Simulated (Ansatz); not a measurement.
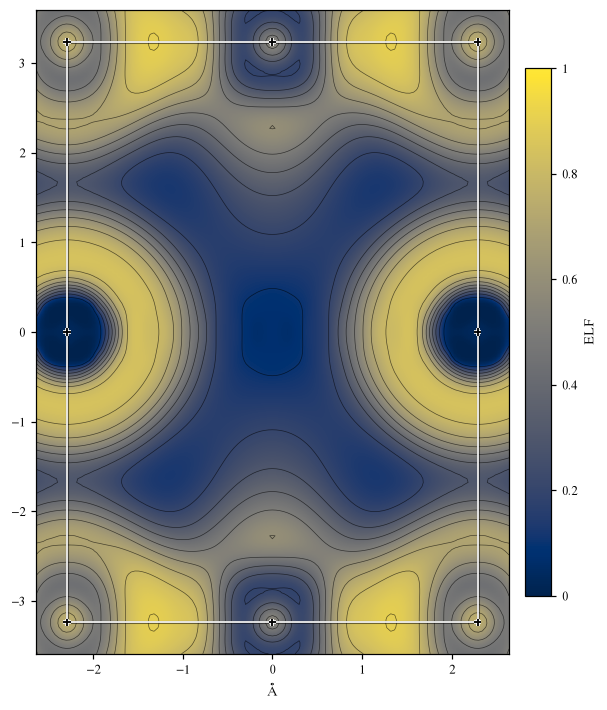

The ELF on a plane through atoms (crosses mark nuclei in the plane).

Method: DFT PBE, scalar-relativistic, plane waves, PAW in Ansatz.

Candidates:
A. SbBr, a = 3.53 Å, b = 3.53 Å, c = 9.98 Å, α = 90.00°, β = 90.00°, γ = 120.00°. Space group P6₃/mmc; a structure generated by program, which may or may not match a known phase.
B. Si4P, a = 4.58 Å, b = 4.58 Å, c = 4.58 Å, α = 90.00°, β = 90.00°, γ = 90.00°. Space group Pm-3m; a structure generated by program, which may or may not match a known phase; computed without spin polarisation.

Which candidate gave the map?

Answer. Candidate B: Si4P on the (110) plane of the conventional cell, which holds Si and P. Si–Si (2.29 Å): the ELF peaks at about 0.90 between the atoms. Si–P (3.24 Å): the ELF peaks at about 0.85 in the valence shell of P, 0.8 Å from its nucleus, and drops to about 0.30 between the two atoms.
